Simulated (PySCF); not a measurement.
# Run report: SiNH4, geometry relaxation (part 2 of 2)

Continued. System: SiNH4, multiplicity 2, SMILES [NH][SiH3]. Method: HF/STO-3G, UHF (PySCF 2.14.0). The atoms were displaced at random from an optimised geometry.

Geometry of the input (Å):
```
N  0.5603  -0.8952  0.9259
Si -0.2011  0.3172  -0.0758
H  0.9411  -1.6616  0.3374
H  -1.2704  -0.2425  -0.8858
H  0.7700  0.9427  -1.0655
H  -0.6954  1.4373  0.7352
```

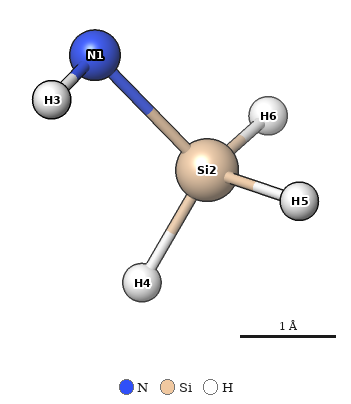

**Figure 1.** The geometry at step 7 of the log (ball-and-stick view, seen at a tilt; atoms are numbered from 1 in the order of the input).

The program's output, continued
```
----------------------------------------------
cycle 9: E = -341.63575535  dE = -2.6048e-05  norm(grad) = 0.00245066
Step    8 : Displace = 4.073e-03/6.719e-03 (rms/max) Trust = 3.000e-01 (=) Grad = 1.000e-03/1.208e-03 (rms/max) E (change) = -341.6357553499 (-2.605e-05) Quality = 1.416
Along Cartesian-Y 5 -0.478
Hessian Eigenvalues: 4.05563e-02 1.91843e-01 4.39265e-01 ... 6.44190e-01 8.14127e-01 1.20381e+00

Geometry optimization cycle 10
Cartesian coordinates (Angstrom)
 Atom        New coordinates             dX        dY        dZ
   N   0.574819  -0.884158   0.950189    0.001566  0.000616 -0.002161
  Si  -0.196392   0.359703  -0.112043   -0.001498  0.001226  0.001759
   H   0.924766  -1.631040   0.293718   -0.000238  0.000787 -0.002759
   H  -1.261284  -0.231853  -0.852239    0.000017 -0.001701  0.000770
   H   0.770995   0.885699  -1.018655    0.002952 -0.004381  0.002296
   H  -0.708376   1.399537   0.710421   -0.002800  0.003453  0.000095
converged SCF energy = -341.635773620778  <S^2> = 0.7602349  2S+1 = 2.0102088
--------------- DFUHF_Scanner gradients ---------------
         x                y                z
0 N     0.0002243393    -0.0004577630     0.0002084268
1 Si     0.0003419373    -0.0003187870     0.0001232321
2 H    -0.0004015133     0.0007679400     0.0004475885
3 H    -0.0007139538     0.0000366878    -0.0002904294
4 H     0.0007155046     0.0004475999    -0.0009490352
5 H    -0.0001663142    -0.0004756777     0.0004602172
----------------------------------------------
cycle 10: E = -341.635773621  dE = -1.82709e-05  norm(grad) = 0.00204021
Step    9 : Displace = 3.630e-03/5.759e-03 (rms/max) Trust = 3.000e-01 (=) Grad = 8.329e-04/1.270e-03 (rms/max) E (change) = -341.6357736208 (-1.827e-05) Quality = 1.355
Along Cartesian-Y 5 -0.493
Hessian Eigenvalues: 3.85757e-02 1.43467e-01 3.76365e-01 ... 6.43679e-01 8.28647e-01 1.21530e+00

Geometry optimization cycle 11
Cartesian coordinates (Angstrom)
 Atom        New coordinates             dX        dY        dZ
   N   0.575479  -0.883742   0.948431    0.000660  0.000416 -0.001758
  Si  -0.197581   0.360469  -0.111181   -0.001189  0.000766  0.000862
   H   0.925068  -1.631428   0.292221    0.000303 -0.000388 -0.001497
   H  -1.260425  -0.232856  -0.851656    0.000859 -0.001003  0.000583
   H   0.771566   0.883177  -1.016460    0.000571 -0.002522  0.002195
   H  -0.709579   1.402266   0.710037   -0.001203  0.002730 -0.000384
converged SCF energy = -341.635782119802  <S^2> = 0.76022171  2S+1 = 2.0101957
--------------- DFUHF_Scanner gradients ---------------
         x                y                z
0 N     0.0000973610    -0.0001043575    -0.0002670891
1 Si     0.0001340565    -0.0002471576    -0.0000897968
2 H    -0.0001583208     0.0003398489     0.0004063369
3 H    -0.0003142457     0.0000135749    -0.0001151006
4 H     0.0005451797     0.0000412910    -0.0005467492
5 H    -0.0003040306    -0.0000431997     0.0006123988
----------------------------------------------
cycle 11: E = -341.63578212  dE = -8.49902e-06  norm(grad) = 0.00128991
Step   10 : Displace = 2.293e-03/3.393e-03 (rms/max) Trust = 3.000e-01 (=) Grad = 5.266e-04/7.732e-04 (rms/max) E (change) = -341.6357821198 (-8.499e-06) Quality = 1.296
Along Cartesian-Y 6 0.486
Hessian Eigenvalues: 3.91933e-02 1.22738e-01 3.23353e-01 ... 6.45666e-01 7.76355e-01 1.15229e+00

Geometry optimization cycle 12
Cartesian coordinates (Angstrom)
 Atom        New coordinates             dX        dY        dZ
   N   0.575610  -0.883736   0.947855    0.000132  0.000006 -0.000576
  Si  -0.198089   0.360875  -0.110560   -0.000508  0.000406  0.000621
   H   0.925320  -1.631877   0.291573    0.000251 -0.000449 -0.000648
   H  -1.259794  -0.233261  -0.851462    0.000630 -0.000405  0.000194
   H   0.771008   0.882513  -1.015183   -0.000558 -0.000664  0.001277
   H  -0.709527   1.403373   0.709168    0.000052  0.001107 -0.000869
converged SCF energy = -341.63578503916  <S^2> = 0.76022397  2S+1 = 2.010198
--------------- DFUHF_Scanner gradients ---------------
         x                y                z
0 N    -0.0000466566     0.0002048867    -0.0003186203
1 Si     0.0000249435     0.0002061404     0.0000208772
2 H     0.0000441643    -0.0000552793     0.0002367366
3 H    -0.0001133093     0.0000030808    -0.0000692187
4 H     0.0002398251    -0.0001822496    -0.0002118980
5 H    -0.0001489670    -0.0001765789     0.0003421232
----------------------------------------------
cycle 12: E = -341.635785039  dE = -2.91936e-06  norm(grad) = 0.000757607
Step   11 : Displace = 1.065e-03/1.544e-03 (rms/max) Trust = 3.000e-01 (=) Grad = 3.093e-04/4.128e-04 (rms/max) E (change) = -341.6357850392 (-2.919e-06) Quality = 1.306
Along Cartesian-Z 5 0.490
Hessian Eigenvalues: 3.92905e-02 1.08079e-01 2.51400e-01 ... 6.52579e-01 8.00421e-01 1.17989e+00

Geometry optimization cycle 13
Cartesian coordinates (Angstrom)
 Atom        New coordinates             dX        dY        dZ
   N   0.575701  -0.884032   0.947965    0.000090 -0.000296  0.000110
  Si  -0.198324   0.360664  -0.110309   -0.000234 -0.000211  0.000251
   H   0.925365  -1.631988   0.291052    0.000045 -0.000111 -0.000521
   H  -1.259328  -0.233416  -0.851283    0.000466 -0.000155  0.000179
   H   0.770379   0.882546  -1.014356   -0.000629  0.000033  0.000827
   H  -0.709265   1.404113   0.708322    0.000262  0.000740 -0.000846
converged SCF energy = -341.635786524204  <S^2> = 0.76023028  2S+1 = 2.0102042
--------------- DFUHF_Scanner gradients ---------------
         x                y                z
0 N    -0.0000774309     0.0003122069    -0.0001700101
1 Si    -0.0001010289     0.0001502081    -0.0002142124
2 H     0.0001156071    -0.0002096932     0.0000845292
3 H     0.0001266666     0.0001187873     0.0000549709
4 H     0.0000062866    -0.0002342895     0.0000172303
5 H    -0.0000701006    -0.0001372196     0.0002274921
----------------------------------------------
cycle 13: E = -341.635786524  dE = -1.48504e-06  norm(grad) = 0.00066288
Step   12 : Displace = 7.352e-04/1.156e-03 (rms/max) Trust = 3.000e-01 (=) Grad = 2.706e-04/3.638e-04 (rms/max) E (change) = -341.6357865242 (-1.485e-06) Quality = 1.408
Along Cartesian-Z 6 -0.470
Hessian Eigenvalues: 3.83481e-02 8.38918e-02 1.82576e-01 ... 6.52346e-01 8.55288e-01 1.26353e+00

Geometry optimization cycle 14
Cartesian coordinates (Angstrom)
 Atom        New coordinates             dX        dY        dZ
   N   0.575844  -0.884595   0.948383    0.000143 -0.000563  0.000418
  Si  -0.198353   0.360385  -0.109761   -0.000029 -0.000279  0.000549
   H   0.925263  -1.631836   0.290339   -0.000101  0.000152 -0.000714
   H  -1.259122  -0.233731  -0.851172    0.000206 -0.000315  0.000110
   H   0.769849   0.882811  -1.013608   -0.000531  0.000265  0.000748
   H  -0.708953   1.404853   0.707211    0.000313  0.000740 -0.001111
converged SCF energy = -341.635787736577  <S^2> = 0.76023822  2S+1 = 2.0102122
--------------- DFUHF_Scanner gradients ---------------
         x                y                z
0 N    -0.0000518467     0.0002708379    -0.0000163830
1 Si    -0.0000702368     0.0002150038    -0.0000980808
2 H     0.0001182958    -0.0002258133    -0.0000242420
3 H     0.0001100507     0.0001165649    -0.0000002718
4 H    -0.0001467727    -0.0001990785     0.0001289693
5 H     0.0000405097    -0.0001775148     0.0000100083
----------------------------------------------
cycle 14: E = -341.635787737  dE = -1.21237e-06  norm(grad) = 0.000582599
Step   13 : Displace = 8.543e-04/1.371e-03 (rms/max) Trust = 3.000e-01 (=) Grad = 2.378e-04/2.789e-04 (rms/max) E (change) = -341.6357877366 (-1.212e-06) Quality = 1.347
Along Cartesian-Z 6 -0.531
Hessian Eigenvalues: 3.61220e-02 7.32661e-02 1.61936e-01 ... 6.60289e-01 8.33641e-01 1.21551e+00

Geometry optimization cycle 15
Cartesian coordinates (Angstrom)
 Atom        New coordinates             dX        dY        dZ
   N   0.575979  -0.885098   0.948765    0.000135 -0.000503  0.000382
  Si  -0.198337   0.360040  -0.109428    0.000016 -0.000345  0.000333
   H   0.925082  -1.631519   0.289740   -0.000181  0.000317 -0.000599
   H  -1.259097  -0.234050  -0.851005    0.000025 -0.000319  0.000168
   H   0.769801   0.883038  -1.013237   -0.000047  0.000227  0.000371
   H  -0.708901   1.405477   0.706556    0.000052  0.000624 -0.000655
converged SCF energy = -341.635788303491  <S^2> = 0.76024289  2S+1 = 2.0102168
--------------- DFUHF_Scanner gradients ---------------
         x                y                z
0 N     0.0000388184     0.0001121640     0.0000624213
1 Si    -0.0000771163     0.0000142444    -0.0000763976
2 H     0.0000474908    -0.0000959217    -0.0000315980
3 H     0.0000730655     0.0001190554    -0.0000313081
4 H    -0.0001176130    -0.0000942231     0.0000942497
5 H     0.0000353546    -0.0000553189    -0.0000173673
----------------------------------------------
cycle 15: E = -341.635788303  dE = -5.66913e-07  norm(grad) = 0.000314839
Step   14 : Displace = 6.166e-04/9.044e-04 (rms/max) Trust = 3.000e-01 (=) Grad = 1.285e-04/1.777e-04 (rms/max) E (change) = -341.6357883035 (-5.669e-07) Quality = 1.261
Along Cartesian-Z 6 -0.433
Hessian Eigenvalues: 3.61220e-02 7.32661e-02 1.61936e-01 ... 6.60289e-01 8.33641e-01 1.21551e+00
Converged! =D

converged: True
N           0.57597895       -0.88509804        0.94876526
Si         -0.19833674        0.36003991       -0.10942815
H           0.92508246       -1.63151946        0.28973972
H          -1.25909708       -0.23405032       -0.85100466
H           0.76980129        0.88303795       -1.01323732
H          -0.70890087        1.40547696        0.70655615

WARN: HOMO -0.18777368667314 >= LUMO -0.18777368667314

converged SCF energy = -341.635788304086  <S^2> = 0.76024322  2S+1 = 2.0102171
E(HF) = -341.635788304
```

Trajectory as extended XYZ (Å, eV, eV/Å), 15 frames, from step=0 to step=14
```
6
Properties=species:S:1:pos:R:3:forces:R:3 step=0 energy=-9296.12038
N     0.5603   -0.8952    0.9259    0.4828  -0.6481   1.5401
Si   -0.2011    0.3172   -0.0758   -0.1166   3.1845  -2.8253
H     0.9411   -1.6616    0.3374    0.1410  -0.3202  -0.5253
H    -1.2704   -0.2425   -0.8858    0.4869   0.1884   0.6806
H     0.7700    0.9427   -1.0655   -1.2986  -1.1845   1.6331
H    -0.6954    1.4373    0.7352    0.3045  -1.2201  -0.5033
6
Properties=species:S:1:pos:R:3:forces:R:3 step=1 energy=-9296.33106
N     0.5703   -0.9085    0.9576   -0.4603   0.9253  -0.5294
Si   -0.2035    0.3828   -0.1339    0.2111  -1.2999   1.0489
H     0.9440   -1.6682    0.3266   -0.0732   0.1326  -0.2141
H    -1.2604   -0.2386   -0.8718    0.0772   0.2103   0.1154
H     0.7433    0.9183   -1.0319    0.3097   0.1157  -0.2469
H    -0.6891    1.4121    0.7248   -0.0644  -0.0841  -0.1739
6
Properties=species:S:1:pos:R:3:forces:R:3 step=2 energy=-9296.36663
N     0.5634   -0.8944    0.9503    0.1005  -0.1178  -0.2945
Si   -0.2003    0.3644   -0.1193    0.1462  -0.1306   0.0603
H     0.9429   -1.6663    0.3229   -0.2457   0.4830   0.1102
H    -1.2589   -0.2352   -0.8696    0.0492   0.1065   0.1370
H     0.7473    0.9194   -1.0347   -0.0208  -0.1504   0.1348
H    -0.6899    1.4100    0.7218   -0.0295  -0.1907  -0.1478
6
Properties=species:S:1:pos:R:3:forces:R:3 step=3 energy=-9296.37257
N     0.5643   -0.8943    0.9425   -0.0542   0.2318   0.2932
Si   -0.1964    0.3583   -0.1154    0.0155   0.1127  -0.1339
H     0.9372   -1.6552    0.3245    0.0336  -0.0821  -0.3106
H    -1.2574   -0.2321   -0.8660    0.0226   0.0482   0.1059
H     0.7475    0.9160   -1.0320    0.0052  -0.1529   0.1256
H    -0.6907    1.4052    0.7178   -0.0228  -0.1577  -0.0802
6
Properties=species:S:1:pos:R:3:forces:R:3 step=4 energy=-9296.37641
N     0.5636   -0.8900    0.9449    0.0726  -0.0216   0.1295
Si   -0.1946    0.3582   -0.1165   -0.0662   0.0734  -0.0426
H     0.9357   -1.6526    0.3195   -0.0454   0.0847  -0.1245
H    -1.2563   -0.2300   -0.8626   -0.0215   0.0041   0.0484
H     0.7475    0.9119   -1.0286    0.1088  -0.0844   0.0157
H    -0.6913    1.4003    0.7147   -0.0482  -0.0561  -0.0265
6
Properties=species:S:1:pos:R:3:forces:R:3 step=5 energy=-9296.37874
N     0.5653   -0.8881    0.9485    0.0679  -0.0454   0.0042
Si   -0.1952    0.3586   -0.1170    0.0324  -0.0165   0.0243
H     0.9328   -1.6472    0.3135   -0.0493   0.0982  -0.0466
H    -1.2562   -0.2283   -0.8590   -0.0771  -0.0424  -0.0141
H     0.7511    0.9071   -1.0264    0.1112  -0.0597  -0.0090
H    -0.6933    1.3957    0.7119   -0.0852   0.0658   0.0411
6
Properties=species:S:1:pos:R:3:forces:R:3 step=6 energy=-9296.38054
N     0.5680   -0.8863    0.9517    0.0569  -0.0519  -0.0754
Si   -0.1938    0.3581   -0.1168   -0.0357  -0.0181   0.0758
H     0.9291   -1.6402    0.3063   -0.0259   0.0590   0.0063
H    -1.2582   -0.2279   -0.8561   -0.0383  -0.0482  -0.0193
H     0.7567    0.9009   -1.0241    0.1083  -0.0370  -0.0262
H    -0.6974    1.3933    0.7103   -0.0653   0.0962   0.0387
6
Properties=species:S:1:pos:R:3:forces:R:3 step=7 energy=-9296.38179
N     0.5711   -0.8854    0.9532    0.0187  -0.0093  -0.0937
Si   -0.1943    0.3581   -0.1152   -0.0117  -0.0037   0.0409
H     0.9262   -1.6345    0.3002    0.0049  -0.0006   0.0107
H    -1.2603   -0.2287   -0.8540    0.0000  -0.0386  -0.0089
H     0.7636    0.8949   -1.0227    0.0311  -0.0462   0.0235
H    -0.7019    1.3935    0.7099   -0.0430   0.0984   0.0275
6
Properties=species:S:1:pos:R:3:forces:R:3 step=8 energy=-9296.38249
N     0.5733   -0.8848    0.9524   -0.0034   0.0183  -0.0593
Si   -0.1949    0.3585   -0.1138   -0.0302   0.0248   0.0267
H     0.9250   -1.6318    0.2965    0.0222  -0.0376  -0.0075
H    -1.2613   -0.2302   -0.8530    0.0300  -0.0201   0.0060
H     0.7680    0.8901   -1.0210   -0.0096  -0.0393   0.0424
H    -0.7056    1.3961    0.7103   -0.0090   0.0538  -0.0083
6
Properties=species:S:1:pos:R:3:forces:R:3 step=9 energy=-9296.38299
N     0.5748   -0.8842    0.9502   -0.0115   0.0235  -0.0107
Si   -0.1964    0.3597   -0.1120   -0.0176   0.0164  -0.0063
H     0.9248   -1.6310    0.2937    0.0206  -0.0395  -0.0230
H    -1.2613   -0.2319   -0.8522    0.0367  -0.0019   0.0149
H     0.7710    0.8857   -1.0187   -0.0368  -0.0230   0.0488
H    -0.7084    1.3995    0.7104    0.0086   0.0245  -0.0237
6
Properties=species:S:1:pos:R:3:forces:R:3 step=10 energy=-9296.38322
N     0.5755   -0.8837    0.9484   -0.0050   0.0054   0.0137
Si   -0.1976    0.3605   -0.1112   -0.0069   0.0127   0.0046
H     0.9251   -1.6314    0.2922    0.0081  -0.0175  -0.0209
H    -1.2604   -0.2329   -0.8517    0.0162  -0.0007   0.0059
H     0.7716    0.8832   -1.0165   -0.0280  -0.0021   0.0281
H    -0.7096    1.4023    0.7100    0.0156   0.0022  -0.0315
6
Properties=species:S:1:pos:R:3:forces:R:3 step=11 energy=-9296.38330
N     0.5756   -0.8837    0.9479    0.0024  -0.0105   0.0164
Si   -0.1981    0.3609   -0.1106   -0.0013  -0.0106  -0.0011
H     0.9253   -1.6319    0.2916   -0.0023   0.0028  -0.0122
H    -1.2598   -0.2333   -0.8515    0.0058  -0.0002   0.0036
H     0.7710    0.8825   -1.0152   -0.0123   0.0094   0.0109
H    -0.7095    1.4034    0.7092    0.0077   0.0091  -0.0176
6
Properties=species:S:1:pos:R:3:forces:R:3 step=12 energy=-9296.38334
N     0.5757   -0.8840    0.9480    0.0040  -0.0161   0.0087
Si   -0.1983    0.3607   -0.1103    0.0052  -0.0077   0.0110
H     0.9254   -1.6320    0.2911   -0.0059   0.0108  -0.0043
H    -1.2593   -0.2334   -0.8513   -0.0065  -0.0061  -0.0028
H     0.7704    0.8825   -1.0144   -0.0003   0.0120  -0.0009
H    -0.7093    1.4041    0.7083    0.0036   0.0071  -0.0117
6
Properties=species:S:1:pos:R:3:forces:R:3 step=13 energy=-9296.38338
N     0.5758   -0.8846    0.9484    0.0027  -0.0139   0.0008
Si   -0.1984    0.3604   -0.1098    0.0036  -0.0111   0.0050
H     0.9253   -1.6318    0.2903   -0.0061   0.0116   0.0012
H    -1.2591   -0.2337   -0.8512   -0.0057  -0.0060   0.0000
H     0.7698    0.8828   -1.0136    0.0075   0.0102  -0.0066
H    -0.7090    1.4049    0.7072   -0.0021   0.0091  -0.0005
6
Properties=species:S:1:pos:R:3:forces:R:3 step=14 energy=-9296.38339
N     0.5760   -0.8851    0.9488   -0.0020  -0.0058  -0.0032
Si   -0.1983    0.3600   -0.1094    0.0040  -0.0007   0.0039
H     0.9251   -1.6315    0.2897   -0.0024   0.0049   0.0016
H    -1.2591   -0.2341   -0.8510   -0.0038  -0.0061   0.0016
H     0.7698    0.8830   -1.0132    0.0060   0.0048  -0.0048
H    -0.7089    1.4055    0.7066   -0.0018   0.0028   0.0009
```

Summary

| quantity | value |
| --- | --- |
| outcome | converged |
| total energy | −341.635788 hartree |
| basis functions | 18 |
| ⟨S²⟩ | 0.760 |
| dipole moment | 1.69 D |
| hardware | 1 thread of Arm Neoverse V2, 24 GiB of memory available, shared host |
| wall time | 2.9 s |
| peak memory | 0.14 GiB |
